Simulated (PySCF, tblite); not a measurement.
# C₈H₁₈AlN: geometry, infrared bands and NMR shifts, part 2 of 2

tblite 0.8.0 and PySCF 2.14.0. Atoms count from 0. The steps go on from the part before.

## 5. Shielding tensors: PBE0/pcSseg-1

The job: settings as JSON, then the geometry in Å.

```
{"job": {"kind": "nmr", "xc": "PBE0", "basis": "pcSseg-1"}, "charge": 0, "multiplicity": 1}
C     -1.207919    -0.692534    -1.736356
N     -0.999073    -0.242170    -0.355546
C     -1.399821    -1.301938     0.573245
Al    -2.114967     1.488250    -0.044354
C     -0.532255     2.573157    -0.606500
C      0.599852     1.569048    -0.867261
C      0.391680     0.257145    -0.103456
C      1.478273    -0.754099    -0.370514
C      1.887744    -1.768126     0.661637
C      2.783824    -0.609705     0.355532
H     -0.955458     0.108101    -2.442853
H     -0.600277    -1.583744    -1.965593
H     -2.268833    -0.939707    -1.874113
H     -2.472588    -1.506267     0.445958
H     -0.836070    -2.231438     0.392579
H     -1.236780    -0.967293     1.606148
H     -2.381940     1.410989     1.543398
H     -3.395045     1.284961    -0.996896
H     -0.690230     3.218516    -1.484796
H     -0.253249     3.248649     0.220655
H      1.594216     1.952812    -0.583606
H      0.682665     1.338597    -1.943548
H      0.403572     0.495622     0.976152
H      1.562302    -1.067863    -1.416535
H      1.364711    -1.761941     1.621516
H      2.181962    -2.763983     0.320430
H      3.706692    -0.789480    -0.200668
H      2.860362     0.186449     1.102060
```

Method: GIAO PBE0/pcSseg-1 NMR shielding, non-relativistic, gas phase.

Log:

```text
coarse grid: 22536 points
cycle   1  E = -612.0971992376  dE =  1.018e+00  |g| = 4.922e-01  |ddm| = 4.570e+00
cycle   2  E = -612.0851991240  dE =  1.200e-02  |g| = 5.557e-01  |ddm| = 1.038e+00
cycle   3  E = -612.1648521379  dE = -7.965e-02  |g| = 5.668e-02  |ddm| = 5.749e-01
cycle   4  E = -612.1654995434  dE = -6.474e-04  |g| = 2.692e-02  |ddm| = 7.844e-02
cycle   5  E = -612.1656587825  dE = -1.592e-04  |g| = 7.897e-03  |ddm| = 3.052e-02
cycle   6  E = -612.1656719222  dE = -1.314e-05  |g| = 2.240e-03  |ddm| = 8.806e-03
cycle   7  E = -612.1656729773  dE = -1.055e-06  |g| = 4.036e-04  |ddm| = 1.866e-03
final grid: 209248 points
cycle   8  E = -612.2254301352  dE = -7.854e-05  |g| = 1.067e-02  |ddm| = 5.127e-02
cycle   9  E = -612.2254204580  dE =  9.677e-06  |g| = 1.229e-02  |ddm| = 2.130e-02
cycle  10  E = -612.2254598295  dE = -3.937e-05  |g| = 7.967e-04  |ddm| = 1.201e-02
cycle  11  E = -612.2254599538  dE = -1.243e-07  |g| = 3.520e-04  |ddm| = 1.248e-03
cycle  12  E = -612.2254599808  dE = -2.695e-08  |g| = 7.376e-05  |ddm| = 3.334e-04
cycle  13  E = -612.2254599817  dE = -9.841e-10  |g| = 3.026e-05  |ddm| = 9.213e-05
converged SCF energy = -612.2254599817

GIAO shielding tensors (ppm)
atom      isotropic    diamagn.    paramagn.     s11        s22        s33       span
  0 C      147.192     248.817    -101.625    125.080    137.123    179.374     54.294
  1 N      210.232     322.117    -111.886    182.665    211.973    236.057     53.391
  2 C      137.916     249.008    -111.092    110.092    125.768    177.888     67.796
  3 Al     386.148     796.535    -410.387    358.752    390.591    409.102     50.349
  4 C      185.929     249.629     -63.700    169.079    181.072    207.635     38.555
  5 C      152.366     246.933     -94.568    124.228    154.496    178.373     54.144
  6 C      109.973     249.463    -139.490     89.075    110.420    130.424     41.349
  7 C      176.471     248.307     -71.836    146.127    164.543    218.743     72.616
  8 C      176.413     253.753     -77.339    145.358    174.484    209.398     64.040
  9 C      181.273     255.771     -74.498    150.159    176.514    217.147     66.988
 10 H       28.750      31.981      -3.232     23.696     27.704     34.849     11.153
 11 H       29.366      32.122      -2.756     24.325     28.655     35.117     10.792
 12 H       28.931      30.768      -1.836     24.525     26.422     35.847     11.322
 13 H       28.618      30.720      -2.102     23.899     26.222     35.734     11.835
 14 H       28.685      32.564      -3.880     23.309     29.008     33.737     10.428
 15 H       28.958      32.062      -3.104     25.220     26.338     35.316     10.096
 16 H       27.202      30.729      -3.527     23.785     25.807     32.013      8.228
 17 H       27.109      30.485      -3.376     23.620     25.546     32.161      8.542
 18 H       31.197      29.300       1.896     26.184     27.935     39.470     13.286
 19 H       31.117      30.220       0.897     26.229     28.197     38.923     12.694
 20 H       29.186      31.984      -2.798     22.153     30.737     34.668     12.514
 21 H       29.674      33.340      -3.666     25.870     29.610     33.543      7.673
 22 H       29.951      36.144      -6.193     26.871     31.168     31.813      4.942
 23 H       30.931      33.610      -2.678     23.932     30.094     38.768     14.836
 24 H       30.990      32.365      -1.375     25.633     29.098     38.239     12.605
 25 H       30.645      30.285       0.360     25.382     25.625     40.928     15.546
 26 H       30.734      30.493       0.241     24.902     25.988     41.313     16.411
 27 H       31.271      32.260      -0.990     25.407     29.000     39.405     13.998
```

Wall time 88 s (1 thread of Arm Neoverse V1, shared host); peak memory 1.3 GiB.

The references, computed at this level on geometries of the same kind, shield at (ppm): ¹H TMS 31.27, ¹³C TMS 184.4, ¹⁵N NH3 265.7, ²⁷Al AlH4- 489.3. Their shielding less the atom's gives the shift. The references are single molecules in the gas phase, so shifts against H2O, NH3, PH3, H3PO4 or CFCl3 are not on the usual liquid scales and can be off by tens of ppm. Shifts against hydride references such as AlH4− lie on their own scale. Atoms listed in one row are averaged.

```csv
atoms,environment,σ (ppm),δ (ppm)
C6,sp3 CH bonded to N,110.0,74.4
C2,methyl carbon bonded to N,137.9,46.5
C0,methyl carbon bonded to N,147.2,37.2
C5,sp3 CH2 in a ring,152.4,32.0
C8,three-membered-ring carbon,176.4,8.0
C7,three-membered-ring carbon,176.5,7.9
C9,three-membered-ring carbon,181.3,3.1
C4,sp3 CH2 bonded to Al,185.9,-1.5
H17,"hydrogen on an aluminium bonded to C, N, in a 5-membered ring",27.11,4.16
H16,"hydrogen on an aluminium bonded to C, N, in a 5-membered ring",27.20,4.06
"H13, H14, H15",hydrogen on a methyl carbon bonded to N,28.75,2.51
"H10, H11, H12",hydrogen on a methyl carbon bonded to N,29.02,2.25
H20,hydrogen on an sp3 CH2 in a ring,29.19,2.08
H21,hydrogen on an sp3 CH2 in a ring,29.67,1.59
H22,hydrogen on an sp3 CH bonded to N,29.95,1.32
H25,hydrogen on a three-membered-ring carbon,30.64,0.62
H26,hydrogen on a three-membered-ring carbon,30.73,0.53
H23,hydrogen on a three-membered-ring carbon,30.93,0.34
H24,hydrogen on a three-membered-ring carbon,30.99,0.28
H19,hydrogen on an sp3 CH2 bonded to Al,31.12,0.15
H18,hydrogen on an sp3 CH2 bonded to Al,31.20,0.07
H27,hydrogen on a three-membered-ring carbon,31.27,0.00
N1,donor nitrogen of a Lewis adduct,210.2,55.4
Al3,"aluminium bonded to C, N, 2 H, in a 5-membered ring",386.1,103.1
```

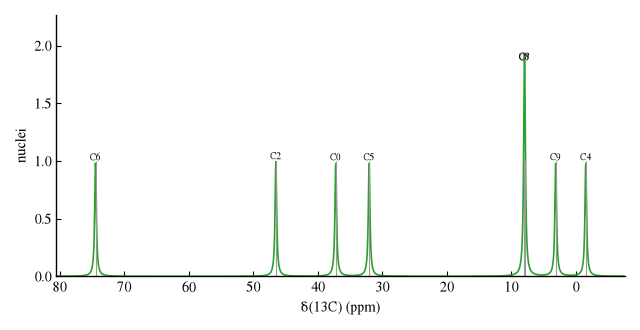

¹³C lines at the computed shifts, without couplings. Lines are broadened to a width of 0.30 ppm (Lorentzian).

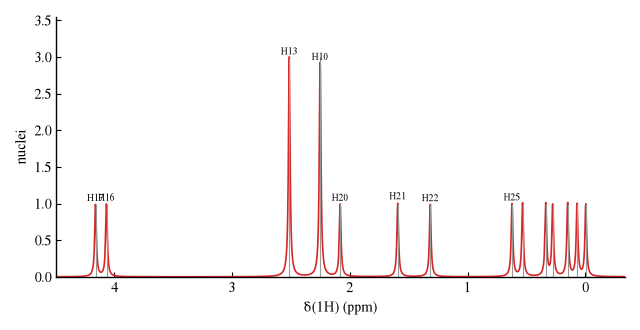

¹H lines at the computed shifts, without couplings. Lines are broadened to a width of 0.02 ppm (Lorentzian).

Charges from the same density, by scheme (e):

```csv
atoms,Mulliken,IAO,Hirshfeld,ESP fit
C0,-0.10,-0.30,-0.05,-0.53
N1,-0.78,-0.20,-0.02,-0.02
C2,-0.08,-0.30,-0.05,-0.31
Al3,0.75,0.58,0.33,0.67
C4,-0.56,-0.62,-0.23,-0.43
C5,-0.14,-0.24,-0.07,-0.12
C6,-0.05,-0.01,0.03,-0.23
C7,-0.26,-0.15,-0.04,0.02
C8,-0.19,-0.29,-0.09,-0.21
C9,-0.18,-0.28,-0.08,-0.46
```

Hirshfeld charges:

C0 -0.05; N1 -0.02; C2 -0.05; Al3 0.33; C4 -0.23; C5 -0.07; C6 0.03; C7 -0.04; C8 -0.09; C9 -0.08; H10 0.06; H11 0.04; H12 0.05; H13 0.06; H14 0.04; H15 0.05; H16 -0.20; H17 -0.20; H18 0.02; H19 0.02; H20 0.04; H21 0.03; H22 0.05; H23 0.04; H24 0.05; H25 0.05; H26 0.05; H27 0.05

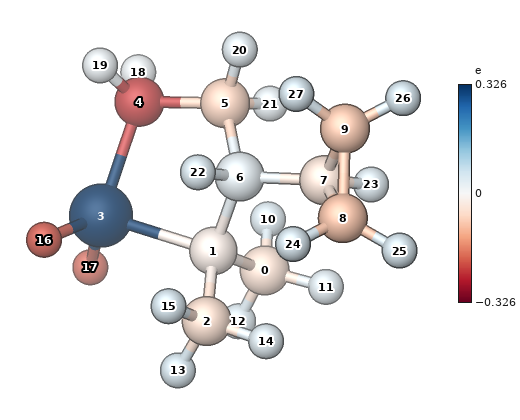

Hirshfeld charges, as colours on the atoms.

Mayer bond orders: C0–N1 0.91, N1–C2 0.92, N1–Al3 0.35, Al3–C4 0.78, C4–C5 1.03, C5–C6 1.01, C6–C7 1.00, C7–C8 0.95, C8–C9 0.98, C6–N1 0.82, C9–C7 0.95.

Ring of atoms N1, Al3, C4, C5, C6: NICS(0) -4.8, NICS(1) -3.3, NICS(1)zz -0.6 ppm (means of both faces).

Ring of atoms C7, C8, C9: NICS(0) -43.7, NICS(1) -8.8, NICS(1)zz -22.1 ppm (means of both faces).

In rings of three or four atoms NICS is ruled by the nearby σ bonds, so it says little on aromaticity.

## 6. Shielding tensors: HF/pcSseg-1

The job, as its differences from that of step 5:

```diff
@@ -1,2 +1,2 @@
-{"job": {"kind": "nmr", "xc": "PBE0", "basis": "pcSseg-1"}, "charge": 0, "multiplicity": 1}
+{"job": {"kind": "nmr", "xc": "HF", "basis": "pcSseg-1", "pop": false}, "charge": 0, "multiplicity": 1}
 C     -1.207919    -0.692534    -1.736356
```

Level: GIAO HF/pcSseg-1 NMR shielding, non-relativistic, gas phase.

Log:

```text
final grid: 209248 points
cycle   1  E = -609.5402797861  dE =  2.247e+00  |g| = 6.034e-01  |ddm| = 4.448e+00
cycle   2  E = -609.6590904178  dE = -1.188e-01  |g| = 2.467e-01  |ddm| = 8.304e-01
cycle   3  E = -609.6738530008  dE = -1.476e-02  |g| = 9.450e-02  |ddm| = 3.184e-01
cycle   4  E = -609.6764953076  dE = -2.642e-03  |g| = 1.660e-02  |ddm| = 1.308e-01
cycle   5  E = -609.6765617142  dE = -6.641e-05  |g| = 3.305e-03  |ddm| = 1.681e-02
cycle   6  E = -609.6765661409  dE = -4.427e-06  |g| = 9.333e-04  |ddm| = 6.780e-03
cycle   7  E = -609.6765665016  dE = -3.607e-07  |g| = 3.268e-04  |ddm| = 1.814e-03
cycle   8  E = -609.6765665539  dE = -5.228e-08  |g| = 8.915e-05  |ddm| = 7.604e-04
cycle   9  E = -609.6765665589  dE = -5.065e-09  |g| = 2.035e-05  |ddm| = 2.703e-04
cycle  10  E = -609.6765665592  dE = -2.590e-10  |g| = 6.840e-06  |ddm| = 5.646e-05
converged SCF energy = -609.6765665592

GIAO shielding tensors (ppm)
atom      isotropic    diamagn.    paramagn.     s11        s22        s33       span
  0 C      156.605     245.160     -88.555    138.525    146.330    184.959     46.434
  1 N      235.765     325.697     -89.932    209.321    239.670    258.304     48.983
  2 C      148.604     245.681     -97.077    124.250    138.050    183.512     59.261
  3 Al     434.137     792.664    -358.526    417.186    436.328    448.898     31.712
  4 C      193.911     249.070     -55.159    178.418    191.350    211.964     33.546
  5 C      163.660     244.312     -80.652    139.664    165.555    185.760     46.096
  6 C      126.761     245.651    -118.890    108.333    127.204    144.748     36.415
  7 C      187.427     247.393     -59.966    157.629    173.840    230.812     73.183
  8 C      186.358     252.454     -66.097    155.402    182.727    220.943     65.541
  9 C      190.721     255.231     -64.510    159.928    184.271    227.965     68.037
 10 H       29.331      31.699      -2.369     23.945     28.364     35.683     11.739
 11 H       29.847      31.898      -2.051     24.571     29.048     35.922     11.350
 12 H       29.397      30.953      -1.556     24.642     26.505     37.046     12.404
 13 H       29.234      31.019      -1.785     24.159     26.592     36.951     12.792
 14 H       29.249      32.357      -3.108     23.645     29.456     34.646     11.001
 15 H       29.458      31.544      -2.086     25.744     26.368     36.260     10.516
 16 H       28.085      30.822      -2.737     24.601     26.530     33.125      8.524
 17 H       27.970      30.751      -2.781     24.394     26.250     33.265      8.871
 18 H       31.837      29.955       1.882     26.442     28.367     40.702     14.261
 19 H       31.766      30.635       1.131     26.510     28.677     40.111     13.601
 20 H       29.927      32.209      -2.283     22.569     31.123     36.087     13.518
 21 H       30.413      33.454      -3.041     26.346     30.033     34.861      8.515
 22 H       30.778      35.406      -4.627     27.265     31.840     33.230      5.965
 23 H       31.563      33.526      -1.963     24.168     30.386     40.136     15.968
 24 H       31.457      32.076      -0.619     25.620     29.292     39.459     13.840
 25 H       31.107      30.800       0.307     25.537     25.625     42.158     16.620
 26 H       31.168      31.164       0.004     25.024     25.884     42.596     17.573
 27 H       31.709      32.309      -0.601     25.418     29.148     40.559     15.141
```

Run time: 48 s. Hardware: 1 thread of Arm Neoverse V1, shared host; peak memory 1.3 GiB.

This run: δ C6 64.1, C2 42.2, C0 34.2, C5 27.2, H17 3.72, H16 3.60 ppm.

## 7. Side by side: NMR shifts

Isotropic shieldings (ppm) of some atoms, chosen among heavy atoms and hydrogens apart, with basis size and wall time:

```csv
run,C6,C5,C7,H17,H16,N1,Al3,functions,time
PBE0/pcSseg-1,110.0,152.4,176.5,27.11,27.20,210.2,386.1,267,88 s
HF/pcSseg-1,126.8,163.7,187.4,27.97,28.09,235.8,434.1,267,48 s
```

## 8. What came out

The summary covers parts 1 to 2.

```
                                                              quantity                                                                                   value
                             strongest single infrared mode (GFN2-xTB)                                                                    672 cm⁻¹, 528 km/mol
                                          zero-point energy (GFN2-xTB)                                                                          149.4 kcal/mol
                                                           point group                                                                                      C1
                                  rotational constants (main isotopes)                                                                    1.75, 0.86, 0.71 GHz
                                ¹³C shifts against TMS (PBE0/pcSseg-1)                                         74.4, 46.5, 37.2, 32.0, 8.0, 7.9, 3.1, -1.5 ppm
¹H shifts against TMS (PBE0/pcSseg-1, means over atoms taken as alike)  4.16, 4.06, 2.51, 2.25, 2.08, 1.59, 1.32, 0.62, 0.53, 0.34, 0.28, 0.15, 0.07, 0.00 ppm
                                ¹⁵N shifts against NH3 (PBE0/pcSseg-1)                                                                                55.4 ppm
                             ²⁷Al shifts against AlH4- (PBE0/pcSseg-1)                                                                               103.1 ppm
                                         range of the shielding of Al3                                                                      386.1 to 434.1 ppm
```

**Reading.** The optimisation took 204 steps and gained 1.509 eV; among the close pairs (by a distance rule), N1–Al3 changed most, from 1.935 to 2.058 Å (GFN2-xTB). All 78 modes are real, so the xTB geometry is a minimum. The strongest single mode, at 672 cm⁻¹, is carried by H16, H17, Al3. GFN2-xTB is a fitted tight-binding method: band positions and strengths are rough. Its intensities can rank the bands wrongly. Over 9 steps the energy fell by 0.243 eV; of the close pairs, N1–Al3 changed most, 2.042 to 2.082 Å (PBE0/def2-SVP). C6 (sp3 CH bonded to N) lies farthest downfield among carbon, at 74.4 ppm; pulled downfield by the heteroatom. At PBE0/pcSseg-1: Shielding is most anisotropic at C7 (span 73 ppm, paramagnetic term -72 ppm). In ppm, Al3 moves most: its shielding spreads over 48.0 ppm, from 386.1 (PBE0/pcSseg-1) to 434.1 (HF/pcSseg-1).
